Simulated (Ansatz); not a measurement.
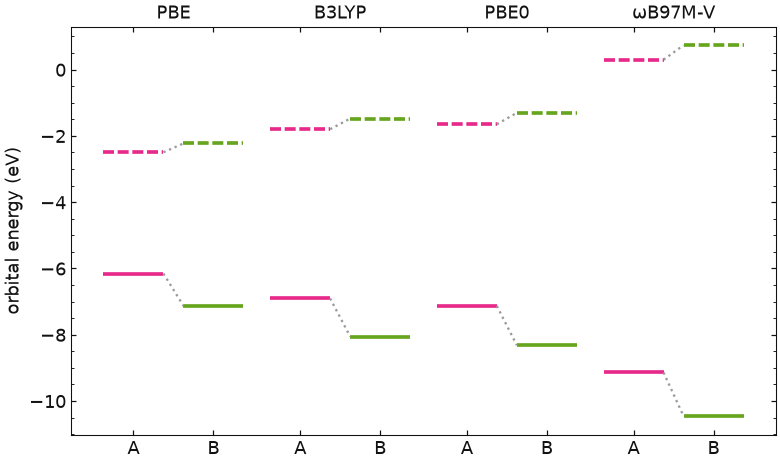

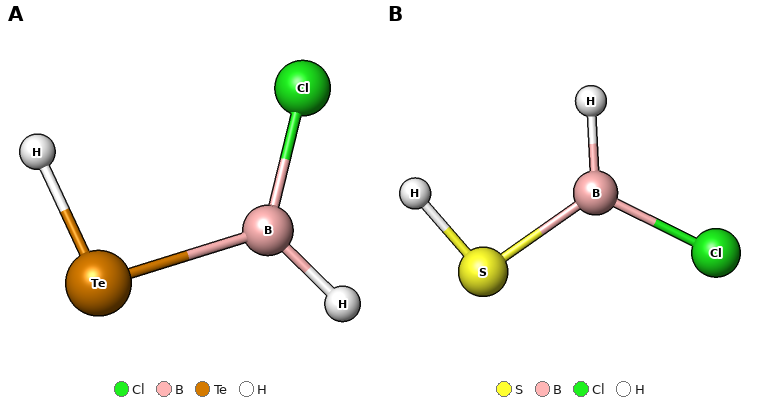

One change: A, BH₂TeCl (SMILES ClB[TeH]), becomes B, BH₂SCl (SMILES SBCl). TeH on B is replaced by SH. HOMO (solid) and LUMO (dashed) computed in def2-TZVPP at PBE0-D4/def2-TZVP geometries, both minima by their frequencies, gas phase, the Ansatz code 0.2.0. Empty levels above zero depend strongly on the basis.

**What does the change do to HOMO and LUMO?**

PBE: the HOMO falls by 0.97 eV, the LUMO rises by 0.27 eV, and the separation goes from 3.66 to 4.90 eV. B3LYP: the HOMO falls by 1.15 eV, the LUMO rises by 0.32 eV, and the separation goes from 5.11 to 6.58 eV. PBE0: the HOMO falls by 1.19 eV, the LUMO rises by 0.34 eV, and the separation goes from 5.48 to 7.02 eV. ωB97M-V: the HOMO falls by 1.32 eV, the LUMO rises by 0.44 eV, and the separation goes from 9.44 to 11.20 eV.

**Do the functionals agree on the effect?**

They agree on the direction for both levels; the HOMO shift lies between −1.32 and −0.97 eV and the LUMO shift between 0.27 and 0.44 eV, while the separations themselves differ by up to 6.3 eV between functionals.

Known limits of this run: core potentials past krypton; spin-orbit coupling is left out, and with Te it can shift these values.
